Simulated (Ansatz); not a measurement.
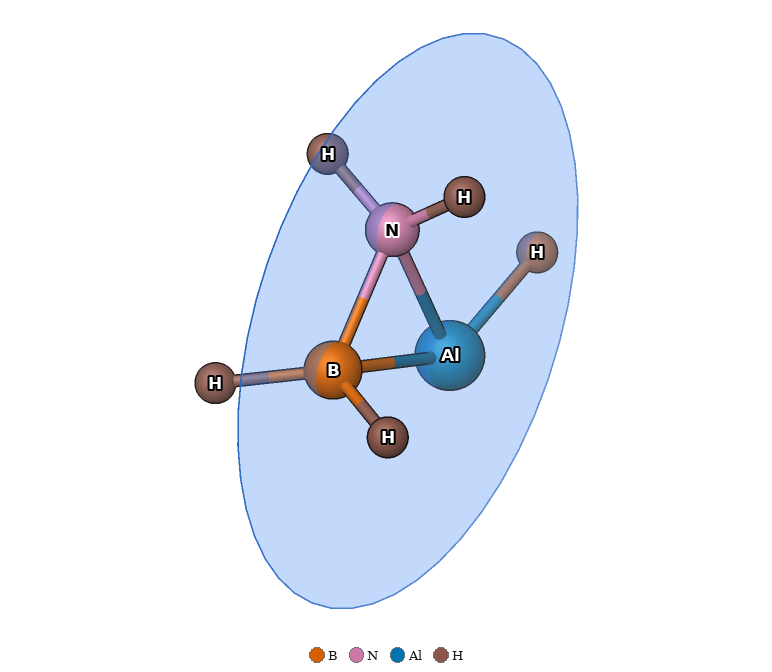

All proper rotation axes (lines) and mirror planes (discs) of the structure are drawn in. Depth is shown by fading: the farther an atom, the more it takes the colour of the background. The computed structure is the end point of a PBE0-D4/def2-TZVP optimisation. No frequency run is at hand to confirm it as a minimum.

### Name the symmetry elements and the point group.

It has 1 mirror plane. Point group Cs. The group has 2 operations. The geometry is achiral, and symmetry allows a dipole moment.
